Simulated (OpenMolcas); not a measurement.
Single-point calculation of CHO₂ (charge −1) (part 2 of 2)

Continued. System: CHO₂ (formate(1-)), charge −1, multiplicity 3, SMILES O=C[O-]. Method: HF/cc-pVTZ, UHF (OpenMolcas 26.06). The geometry is that of the parent species in another charge or spin state. The geometry comes from this level: PBE0-D4/def2-TZVPD.

Geometry of the input (Å):
```
O  -1.1838  0.0212  0.4183
C  -0.0085  -0.0206  0.0078
O  0.7907  -0.9737  -0.0588
H  0.4016  0.9731  -0.3673
```

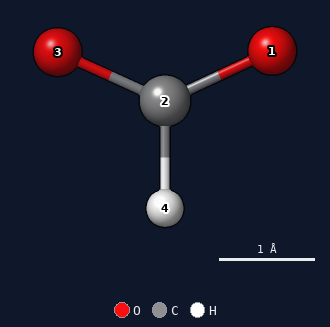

*The structure (ball-and-stick view, seen on its broad side; atoms are numbered from 1 in the order of the input).*

The program's output, continued
```
   8  -188.041245686  -389.749825338   138.948551818  -2.01E-03*   1.43E-02*   1.30E-02*    2.30E-01   1.33E+02   c2DIIS       0.
   9  -188.041928930  -389.780927277   138.978970513  -6.83E-04*   1.96E-02*   4.05E-03*    6.85E-02   1.33E+02   QNRc2DIIS    0.
  10  -188.042064615  -389.813141996   139.011049547  -1.36E-04*   3.46E-02*   1.91E-03*    4.05E-02   1.33E+02   QNRc2DIIS    0.
  11  -188.042149239  -389.805197627   139.003020554  -8.46E-05*   3.36E-03*   6.57E-04*    7.48E-02   1.33E+02   QNRc2DIIS    0.
  12  -188.042153635  -389.813956822   139.011775353  -4.40E-06*   3.24E-03*   2.39E-04*    7.81E-03   1.33E+02   QNRc2DIIS    0.
  13  -188.042154845  -389.816762150   139.014579471  -1.21E-06*   5.50E-04*   5.14E-05*    8.47E-03   1.33E+02   QNRc2DIIS    0.
  14  -188.042154908  -389.815640721   139.013457979  -6.34E-08*   1.47E-03*   5.92E-05*    1.27E-03   1.33E+02   QNRc2DIIS    0.
  15  -188.042155041  -389.815270326   139.013087452  -1.33E-07*   5.93E-03*   1.11E-04*    2.65E-03   1.33E+02   QNRc2DIIS    0.
  16  -188.042155123  -389.813727095   139.011544138  -8.19E-08*   7.98E-03*   3.06E-04*    1.12E-02   1.33E+02   QNRc2DIIS    0.
  17  -188.042154873  -389.815677606   139.013494899   2.50E-07*   1.59E-04*   3.05E-05*    1.36E-02   1.33E+02   QNRc2DIIS    0.
  18  -188.042154874  -389.815648572   139.013465864  -1.13E-09*   1.94E-04*   1.16E-05*    2.90E-04   1.33E+02   QNRc2DIIS    0.
  19  -188.042154877  -389.815728443   139.013545732  -2.73E-09*   1.19E-05*   2.50E-05*    3.05E-04   1.33E+02   QNRc2DIIS    0.
  20  -188.042154877  -389.815732718   139.013550007  -1.06E-10*   3.69E-04*   2.45E-05*    2.15E-05   1.33E+02   QNRc2DIIS    0.
  21  -188.042154877  -389.815802210   139.013619499  -9.73E-11    5.12E-05*   3.95E-06*    6.39E-04   1.33E+02   QNRc2DIIS    0.
  22  -188.042154877  -389.815804638   139.013621927  -5.68E-12    2.11E-05*   1.08E-06*    8.64E-05   1.33E+02   QNRc2DIIS    0.
  23  -188.042154877  -389.815804380   139.013621669  -5.17E-12    3.09E-06    7.14E-08     3.60E-05   1.33E+02   QNRc2DIIS    0.

       Convergence after  23 Iterations
--

 *****************************************************************************************************************************
 *                                             SCF/KS-DFT Program, Final results                                             *
 *                                                       Final Results                                                       *
 *****************************************************************************************************************************

::    Total SCF energy                               -188.0421548768
      One-electron energy                            -389.8158043801
      Two-electron energy                             139.0136216693
      Nuclear repulsion energy                         62.7600278339
      Kinetic energy (interpolated)                   188.4802785778
      Virial theorem                                    0.9976754931
      Total spin, S(S+1)                                2.0492774157
      Total spin, S                                     1.0163368411
      Max non-diagonal density matrix element           0.0000024915
      Max non-diagonal Fock matrix element              0.0000003773

      All orbitals with orbital energies smaller than  E(LUMO)+0.5 are printed

++    Molecular orbitals:
      -------------------

      Title: UHF orbitals (alpha)

      Molecular orbitals for symmetry species 1: a

          Orbital            1         2         3         4         5         6         7         8         9        10
          Energy          -20.2977  -20.2977  -11.0237   -1.1803   -1.0936   -0.5819   -0.4396   -0.4089   -0.4026   -0.2780
          Occ. No.          1.0000    1.0000    1.0000    1.0000    1.0000    1.0000    1.0000    1.0000    1.0000    1.0000

          Orbital           11        12        13        14        15        16        17        18        19
          Energy           -0.2522   -0.2428    0.0530    0.3617    0.5181    0.5382    0.6491    0.7160    0.8058
          Occ. No.          1.0000    1.0000    1.0000    0.0000    0.0000    0.0000    0.0000    0.0000    0.0000

--

      All orbitals with orbital energies smaller than  E(LUMO)+0.5 are printed

++    Molecular orbitals:
      -------------------

      Title: UHF orbitals (beta)

      Molecular orbitals for symmetry species 1: a

          Orbital            1         2         3         4         5         6         7         8         9        10
          Energy          -20.2685  -20.2685  -11.0097   -1.0965   -1.0025   -0.4600   -0.3774   -0.3366   -0.2926   -0.1659
          Occ. No.          1.0000    1.0000    1.0000    1.0000    1.0000    1.0000    1.0000    1.0000    1.0000    1.0000

          Orbital           11        12        13        14        15        16
          Energy           -0.0645    0.2235    0.3875    0.4926    0.5459    0.5548
          Occ. No.          1.0000    0.0000    0.0000    0.0000    0.0000    0.0000

--

++    Molecular charges:
      ------------------

      Mulliken charges per centre and basis function type
      ---------------------------------------------------

                            O1                      C2                      O3                      H4
                     alpha        beta       alpha        beta       alpha        beta       alpha        beta
      1s           1.8875      1.8574      1.5412      1.5422      1.8875      1.8574      0.5800      0.2959
      2px          0.7399      0.7090      0.4084      0.4177      0.8507      0.7874      0.0055      0.0091
      2pz          0.9336      0.7974      0.8983      0.2755      0.9581      0.8147      0.0272      0.0017
      2py          0.9480      0.6016      0.3911      0.4061      0.8126      0.5058      0.0006      0.0037
      3d2+         0.0050      0.0046      0.0198      0.0150      0.0028      0.0040      0.0004      0.0005
      3d1+         0.0051      0.0044      0.0160      0.0234      0.0017      0.0014      0.0001      0.0002
      3d0          0.0024      0.0018      0.0115      0.0118      0.0019      0.0017      0.0003      0.0001
      3d1-         0.0003      0.0006      0.0137      0.0095      0.0031      0.0024      0.0006      0.0001
      3d2-         0.0022      0.0034      0.0220      0.0109      0.0057      0.0052      0.0005      0.0003
      4f3+         0.0002      0.0003      0.0027      0.0025      0.0003      0.0003      0.0000      0.0000
      4f2+         0.0003      0.0002      0.0010      0.0011      0.0000      0.0000      0.0000      0.0000
      4f1+         0.0003      0.0002      0.0017      0.0021      0.0001      0.0001      0.0000      0.0000
      4f0          0.0001      0.0001      0.0012      0.0017      0.0001      0.0001      0.0000      0.0000
      4f1-         0.0000      0.0000      0.0004      0.0006      0.0001      0.0001      0.0000      0.0000
      4f2-         0.0001      0.0001      0.0019      0.0020      0.0002      0.0002      0.0000      0.0000
      4f3-         0.0001      0.0002      0.0038      0.0037      0.0002      0.0003      0.0000      0.0000
      Total        4.5251      3.9813      3.3347      2.7257      4.5251      3.9813      0.6152      0.3116
      Total              8.5064                  6.0605                  8.5064                  0.9268

      Charge           -0.5064                 -0.0605                 -0.5064                  0.0732

      Total electronic charge=   24.000000

      Total            charge=   -1.000000
--

++    Molecular orbitals:
      -------------------

      Title: Natural orbitals

      Molecular orbitals for symmetry species 1: a

          Orbital            1         2         3         4         5         6         7         8         9        10
          Energy          -20.2492  -20.1652  -11.0864   -0.6994   -1.1199   -0.7096   -0.5284   -0.2203   -0.3449   -0.4629
          Occ. No.          2.0000    2.0000    2.0000    1.9999    1.9997    1.9995    1.9986    1.9978    1.9977    1.9976

          Orbital           11        12        13        14        15        16        17        18        19        20
          Energy           -0.1947    0.0019    0.2910    0.8793    1.2195    1.0760    1.2986    0.9228    1.5724    2.1900
          Occ. No.          1.9845    1.0000    1.0000    0.0155    0.0024    0.0023    0.0022    0.0014    0.0005    0.0003

          Orbital           21        22        23        24        25        26        27        28        29        30
          Energy            2.1082    4.0218    6.9091    7.7739    0.4513    1.0493    1.1505    1.6102    1.3684    1.7844
          Occ. No.          0.0001    0.0000    0.0000    0.0000    0.0000    0.0000    0.0000    0.0000    0.0000    0.0000

          Orbital           31        32        33        34        35        36        37        38        39        40
          Energy            1.8013    1.4066    2.6076    1.8467    1.4777    1.2906    1.8903    1.7005    1.5808    2.9895
          Occ. No.          0.0000    0.0000    0.0000    0.0000    0.0000    0.0000    0.0000    0.0000    0.0000    0.0000

          Orbital           41        42        43        44        45        46        47        48        49        50
          Energy            1.9277    4.7094    5.3656    2.2812    2.4480    2.3741    2.9552    3.3396    2.3591    2.7591
          Occ. No.          0.0000    0.0000    0.0000    0.0000    0.0000    0.0000    0.0000    0.0000    0.0000    0.0000

          Orbital           51        52        53        54        55        56        57        58        59        60
          Energy            3.5937    3.5497    4.4203    9.2789   10.5682    3.1271    7.2618    5.4337    2.8822    2.5177
          Occ. No.          0.0000    0.0000    0.0000    0.0000    0.0000    0.0000    0.0000    0.0000    0.0000    0.0000

          Orbital           61        62        63        64        65        66        67        68        69        70
          Energy            3.3798    4.6714    3.5355    3.3334    3.5762    4.1253    6.4048    3.5038    6.5250    4.7183
          Occ. No.          0.0000    0.0000    0.0000    0.0000    0.0000    0.0000    0.0000    0.0000    0.0000    0.0000

          Orbital           71        72        73        74        75        76        77        78        79        80
          Energy            4.8084    3.5502    4.7060    6.8670    3.5478    6.3357    7.0280    4.7558    5.7403    6.0467
          Occ. No.          0.0000    0.0000    0.0000    0.0000    0.0000    0.0000    0.0000    0.0000    0.0000    0.0000

          Orbital           81        82        83        84        85        86        87        88        89        90
          Energy            6.8501    7.3137    4.8749    6.2258    5.8125    4.8791    6.8612    5.7504    6.0513    7.5799
          Occ. No.          0.0000    0.0000    0.0000    0.0000    0.0000    0.0000    0.0000    0.0000    0.0000    0.0000

          Orbital           91        92        93        94        95        96        97        98        99       100
          Energy            5.9973    6.3974    5.1444    7.1879    5.7780    4.7060    4.3359    7.3614    7.0800    6.3480
          Occ. No.          0.0000    0.0000    0.0000    0.0000    0.0000    0.0000    0.0000    0.0000    0.0000    0.0000

          Orbital          101
          Energy            5.6367
          Occ. No.          0.0000

--

++    Molecular properties:
      ---------------------

      Charge (e):
                      =   -1.0000
      Dipole Moment (debye):
      Origin of the operator (angstrom)=   -0.1330   -0.3223    0.1216
                   X=  3.0554E-01               Y=  7.4021E-01               Z= -2.7940E-01           Total=  8.4813E-01
      Center of Charge (angstrom)
                     X=   -0.19660358               Y=   -0.47638976               Z=    0.17981233
      Quadrupole Moment (debye*angstrom):
      Origin of the operator (angstrom)=   -0.1330   -0.3223    0.1216
                  XX= -2.5583E+01              XY=  3.7366E+00              XZ=  1.1497E+00              YY= -1.9653E+01
                  YZ= -1.4072E+00              ZZ= -2.0051E+01
      In traceless form (debye*angstrom)
                  XX= -5.7310E+00              XY=  5.6048E+00              XZ=  1.7245E+00              YY=  3.1642E+00
                  YZ= -2.1108E+00              ZZ=  2.5669E+00
--

--- Stop Module: scf /rc=_RC_ALL_IS_WELL_ ---
--- Module scf spent 10 seconds ---

.##################.
.# Happy landing! #.
.##################.

    Timing: Wall=13.23 User=10.89 System=2.25
```

Key numbers

```tsv
quantity	value
outcome	converged
total energy	−188.042155 hartree
basis functions	104
⟨S²⟩	2.049
wall time	14 s
peak memory	0.59 GiB
```
